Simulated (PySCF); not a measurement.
SMILES CC(C)[SiH2]Cl (C3H9ClSi) at its GFN2-xTB optimised geometry (Å):

```
14

C      1.3742    -0.4827     0.0000
C     -0.1534    -0.4827     0.0000
C     -0.6771     0.9541     0.0000
Si    -0.8422    -1.4924    -1.4682
Cl    -2.8573    -1.5224    -1.3618
H      1.7643    -1.4970     0.0402
H      1.7570    -0.0067    -0.9003
H      1.7563     0.0647     0.8606
H     -0.4836    -0.9535     0.9340
H     -1.7643     0.9727     0.0325
H     -0.3017     1.4970     0.8667
H     -0.3520     1.4812    -0.8951
H     -0.3663    -2.8733    -1.4037
H     -0.4680    -0.8749    -2.7397
```

Computed with PySCF 2.14.0 with CAM-B3LYP/def2-TZVP. Cells within 0.4 Å of a nucleus heavier than hydrogen are left out (blank, or x).

Map of the deformation density (molecule minus spherical neutral atoms) (e/bohr³) on the plane z = 0.0 Å:

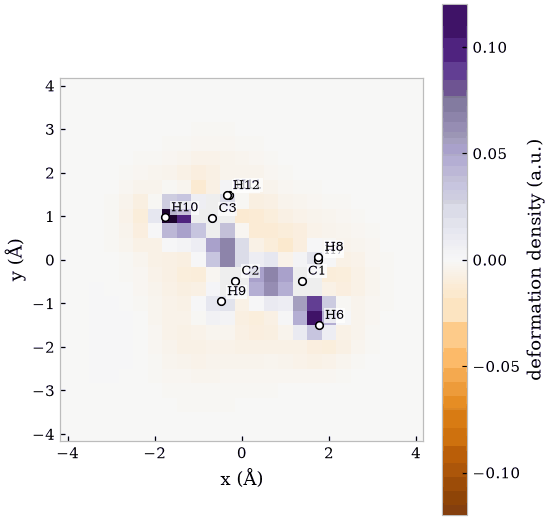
*Deformation density (molecule minus spherical neutral atoms) (e/bohr³) on the plane z = 0.0 Å.*
